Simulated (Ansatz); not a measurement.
## What a change does: single-point calculation on Al9Sb8Cl3

System: Al9Sb8Cl3 (Al9Sb8 zinc blende off sphere).
Method of the first run: RKS wB97M-V/def2-SVP (Ansatz 0.2.0).

The geometry comes from this level: PBE-D4/def2-SVP. Text and figures count atoms from 1; the logs count them from 0 in places.

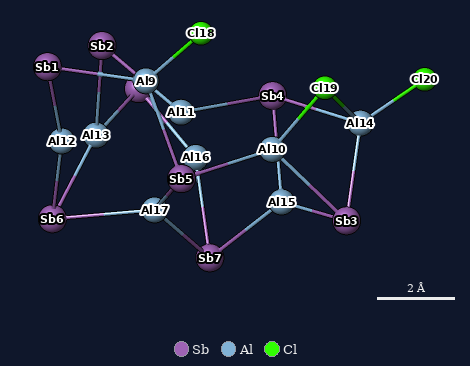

Figure 1. The structure (ball-and-stick view, seen at a tilt; atoms are numbered from 1 in the order of the input). Sticks mark near contacts.

### Input file, the first run
```yaml
crystal:
  periodic: [false, false, false]
  atoms:
    - {symbol: Sb, position_ang: [-1.221481, -3.425567, 3.565336]}
    - {symbol: Sb, position_ang: [1.030935, -3.082582, 1.379251]}
    - {symbol: Sb, position_ang: [-1.758029, 3.394302, -2.305944]}
    - {symbol: Sb, position_ang: [0.761143, -0.105681, -2.355640]}
    - {symbol: Sb, position_ang: [-1.910820, 0.616648, 1.484270]}
    - {symbol: Sb, position_ang: [1.800953, 0.696881, 4.162035]}
    - {symbol: Sb, position_ang: [2.127609, 3.340634, 0.490189]}
    - {symbol: Sb, position_ang: [4.166404, -1.261481, 0.059463]}
    - {symbol: Al, position_ang: [-1.802997, -2.117276, 1.371488]}
    - {symbol: Al, position_ang: [-1.756636, 0.880727, -1.142567]}
    - {symbol: Al, position_ang: [0.357135, -0.718687, 0.229505]}
    - {symbol: Al, position_ang: [0.229656, -1.290204, 3.565187]}
    - {symbol: Al, position_ang: [2.547082, -0.782749, 2.028523]}
    - {symbol: Al, position_ang: [-1.265696, 1.230786, -3.762099]}
    - {symbol: Al, position_ang: [0.576390, 2.547497, -1.469843]}
    - {symbol: Al, position_ang: [2.654068, 0.819486, -0.293002]}
    - {symbol: Al, position_ang: [0.731420, 1.423725, 1.776751]}
    - {symbol: Cl, position_ang: [-3.117324, -2.857386, -0.146974]}
    - {symbol: Cl, position_ang: [-2.980513, -0.213914, -2.765998]}
    - {symbol: Cl, position_ang: [-1.186199, 0.854340, -5.846429]}
basis:
  gaussian: {orbitals: def2-SVP, fitting: {mean_field: def2-universal-jkfit}, initial_orbitals: start.molden}
hamiltonian: {xc: {name: wB97M-V}}
scf: {omitted_lower_state_checks: [starts]}
output: {orbitals: {seedname: orbitals}}
```

Launched with:
```bash
ansatz run in.yaml --threads 2 --pin off --events-out ev --progress --plain --max-ram 31744MiB --backend cuda --devices 0, --max-vram 18GiB
```

Hardware: 2 CPU threads, shared host.

### Output (the first run)
```
Functional definition: wB97M-V
  parameter omega = 0.3/bohr
  parameter cx = 0.15
  parameter cx01 = 1.007
  parameter cx10 = 0.259
  parameter css00 = 0.443
  parameter css04 = -1.437
  parameter css10 = -4.535
  parameter css20 = -3.390
  parameter css43 = 4.278
  parameter cos00 = 1.000
  parameter cos10 = 1.358
  parameter cos20 = 2.924
  parameter cos21 = -8.812
  parameter cos60 = -1.390
  parameter cos61 = 9.142
  parameter b = 6.0
  parameter c = 0.01
  gx(w, u) = 1 - cx + cx01*u + cx10*w
  gss(w, u) = css00 + css04*u^4 + css10*w + css20*w^2 + css43*w^4*u^3
  gos(w, u) = cos00 + cos10*w + (cos20 + cos21*u)*w^2 + (cos60 + cos61*u)*w^6
  exchange = spin_sum(e_x_unif_sr(omega)*gx(b97_w, b97_u_x)) + cx*exact_x_sr(omega) + exact_x_lr(omega)
  correlation = spin_sum(e_c_pw_mod_same_spin*gss(b97_w, b97_u_same))
      + integral(e_c_pw_mod_opposite_spin*gos(b97_w_opposite, b97_u_opposite)) + vv10(b, c)
these checks for a lower state are left out or cut short: starts
3280 factors; integrals over basis functions are off by at most 3.0e-2 eV
3280 factors; integrals over basis functions are off by at most 3.4e-7 eV
mean field evaluation 1: about -149220.1858 eV, gradient 1.1e1 eV
mean field evaluation 2: about -149220.6227 eV, gradient 5.3e-1 eV
mean field evaluation 4: about -149220.6582 eV, gradient 8.5e-2 eV
mean field -149220.65822302 eV, -5483.7580443009 hartree, gradient 7.3e-5 eV, S^2 0.000000; 0 other end points of the search recorded, 0 dependent functions left out
reference -149220.65829727 eV, -5483.7580470299 hartree; 176, 176 occupied and 248, 248 virtual orbitals, 3280 factors
Total energy: -149220.65829727 eV, -5483.7580470299 hartree
Checks for a lower state left out: starts
```

The input of the second run differs as follows (lines with − go, lines with + come):
```diff
+total_charge: -1
+magnetization: {spin_polarized: true, initial_magnetization: 1}
```

What does this change do to the results?

The total energies belong to different systems, so their difference says nothing on which is more stable or more accurate. The HOMO goes from −6.61 to −2.50 eV. The LUMO goes from −1.91 to 1.12 eV.

### Output (the second run)
```
Functional definition: wB97M-V
  parameter omega = 0.3/bohr
  parameter cx = 0.15
  parameter cx01 = 1.007
  parameter cx10 = 0.259
  parameter css00 = 0.443
  parameter css04 = -1.437
  parameter css10 = -4.535
  parameter css20 = -3.390
  parameter css43 = 4.278
  parameter cos00 = 1.000
  parameter cos10 = 1.358
  parameter cos20 = 2.924
  parameter cos21 = -8.812
  parameter cos60 = -1.390
  parameter cos61 = 9.142
  parameter b = 6.0
  parameter c = 0.01
  gx(w, u) = 1 - cx + cx01*u + cx10*w
  gss(w, u) = css00 + css04*u^4 + css10*w + css20*w^2 + css43*w^4*u^3
  gos(w, u) = cos00 + cos10*w + (cos20 + cos21*u)*w^2 + (cos60 + cos61*u)*w^6
  exchange = spin_sum(e_x_unif_sr(omega)*gx(b97_w, b97_u_x)) + cx*exact_x_sr(omega) + exact_x_lr(omega)
  correlation = spin_sum(e_c_pw_mod_same_spin*gss(b97_w, b97_u_same))
      + integral(e_c_pw_mod_opposite_spin*gos(b97_w_opposite, b97_u_opposite)) + vv10(b, c)
these checks for a lower state are left out or cut short: starts
3280 factors; integrals over basis functions are off by at most 3.0e-2 eV
3280 factors; integrals over basis functions are off by at most 3.4e-7 eV
mean field evaluation 1: about -149222.3736 eV, gradient 8.1e0 eV
mean field evaluation 2: about -149222.8071 eV, gradient 5.9e-1 eV
mean field evaluation 4: about -149222.8528 eV, gradient 8.8e-2 eV
mean field evaluation 8: about -149222.8530 eV, gradient 2.6e-5 eV
mean field -149222.85295666 eV, -5483.8386992747 hartree, gradient 1.3e-5 eV, S^2 0.760354; 0 other end points of the search recorded, 0 dependent functions left out
reference -149222.85302955 eV, -5483.8387019532 hartree; 177, 176 occupied and 247, 248 virtual orbitals, 3280 factors
Total energy: -149222.85302955 eV, -5483.8387019532 hartree
Checks for a lower state left out: starts
```

### The two runs side by side

| quantity | the first run | the second run |
| --- | --- | --- |
| outcome | converged | converged |
| total energy (hartree) | −5483.758047 | −5483.838702 |
| HOMO (eV) | −6.61 | −2.50 |
| LUMO (eV) | −1.91 | 1.12 |
| basis functions | 424 | 424 |
| ⟨S²⟩ | – | 0.760 |
| wall time (shared host) | 15 s | 25 s |
